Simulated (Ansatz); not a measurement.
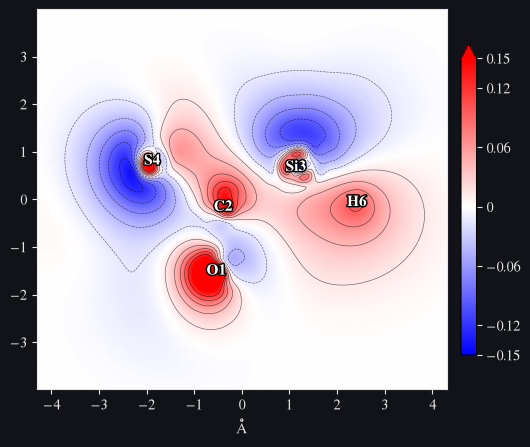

Figure. CH4OSSi (SMILES OC(=[SiH2])S). The LUMO on the plane of atoms Si3, C2 and S4 (values in Å⁻³ᐟ²; the overall sign is arbitrary).

All numbers below come from Ansatz 0.2.0, RKS PBE0/def2-SVP.

```xyz
8

O    -1.2595    0.3672   -1.0248
C    -0.3175   -0.1215   -0.1865
Si   -0.2687   -1.7650    0.3954
S     0.8597    1.0320    0.4651
H    -1.3780    1.3075   -0.8266
H    -1.3038   -2.7519    0.0039
H     0.9557   -2.2453    1.0714
H     1.4728    1.3548   -0.7060
```

### Where does this orbital lie, and at what energy?

It lies mainly on Si3 (about 45 %), C2 (about 25 %), O1 (about 5 %) and S4 (about 5 %); π-antibonding (π*) across Si3–C2. Its energy is −1.11 eV.
